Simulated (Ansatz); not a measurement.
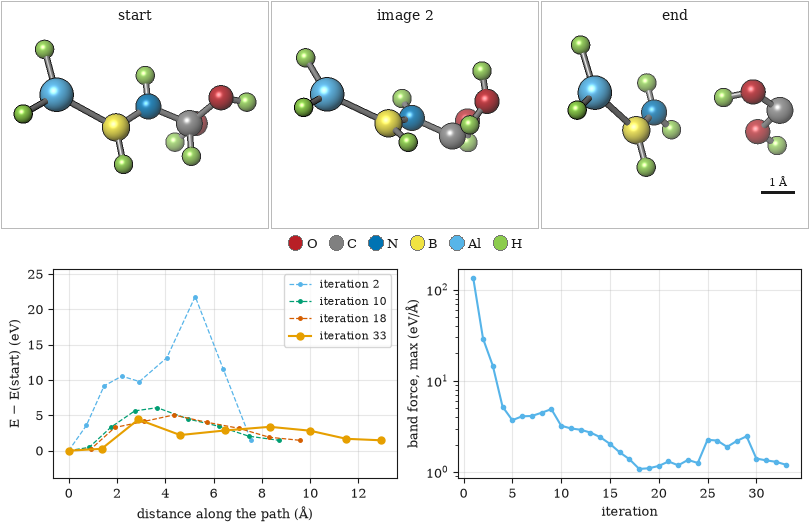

NEB run on CH7AlBNO2. Images are numbered from 0 (start) to 8 (end). The plot follows the band through its iterations. A ball-and-stick model, seen at a tilt.

Theory: RHF/def2-SVP (Ansatz 0.2.0). Run with 7 movable images; climbing image; force threshold 0.05 eV/Å; iteration limit 33; optimiser FIRE; starting path through a guess of the saddle point.

> How did the profile develop, and is the result final?

The result isn't final. The band hadn't converged when the run stopped after 33 iterations. The largest component of the band force went from 130 to 1.2 eV/Å. The barrier read from it is provisional: over the last two iterations the highest image moved from 4.56 eV to 4.42 eV. The first iteration put the highest image at 56.78 eV. The energy climbs by 4.42 eV to image 2 and then falls by 2.95 eV, so the end point sits at +1.47 eV. The profile has 2 maxima (images 2, 5) with a dip at image 3 (+2.22 eV), which on an unconverged band is provisional.

Limits of the set-up: Hartree-Fock leaves out electron correlation.

The run took 12 min on 2 threads of AMD EPYC 7B13 (Zen 3), on a shared host, peak memory 0.36 GiB.
